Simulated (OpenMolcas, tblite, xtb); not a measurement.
GaH2SF (SMILES [F][GaH][SH]): the dipole moment, rung by rung

The species is GaH2SF (5 atoms), meant as a singlet with charge 0. As SMILES, `[F][GaH][SH]`. Geometry: a GFN2-xTB relaxation, a rough one for these elements and not checked as a minimum. This is one conformer, not always the lowest.

```xyz
5

F    -1.3364    0.1642    1.0546
Ga   -0.3325   -0.5082   -0.2233
S     1.5466    0.6372   -0.4830
H    -1.0187   -1.7368   -0.8454
H     1.1409    1.4435    0.4972
```

Quantity: the dipole moment, in D. The values are calculated.

| level | kind | program | value (D) | CPU time |
| --- | --- | --- | --- | --- |
| GFN1-xTB | semi-empirical | tblite | 1.72 | under 2 s |
| GFN2-xTB | semi-empirical | tblite | 1.40 | under 2 s |
| IPEA1-xTB | semi-empirical | tblite | 1.47 | under 2 s |
| GFN0-xTB | semi-empirical | xtb | 1.52 | under 2 s |
| HF/STO-3G | Hartree–Fock | OpenMolcas | 0.39 | 2.1 s |
| HF/3-21G | Hartree–Fock | OpenMolcas | 1.46 | 2.3 s |
| HF/def2-SVP | Hartree–Fock | OpenMolcas | 1.59 | 4.9 s |
| OPBE/Ahlrichs_VTZ (Cholesky decomposition) | GGA | OpenMolcas | 1.21 | 4.2 s |
| B3LYP/6-31G* (spherical functions) | global hybrid | OpenMolcas | 1.14 | 15 s |
| B3LYP/6-31G* (Cartesian functions) | global hybrid | OpenMolcas | 1.12 | 15 s |

All-electron rows without a relativistic Hamiltonian named are non-relativistic. The values span 0.39 to 1.72 D. Magnitudes only: a small dipole may point the other way at some levels. Sets without polarisation functions give poor dipoles. Times are those of the runs behind each value, whatever else they computed, on shared processors of several kinds: orders of magnitude only.

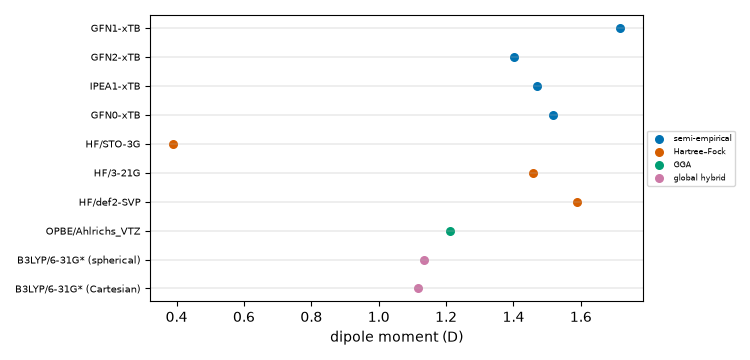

The values of the table, level by level.
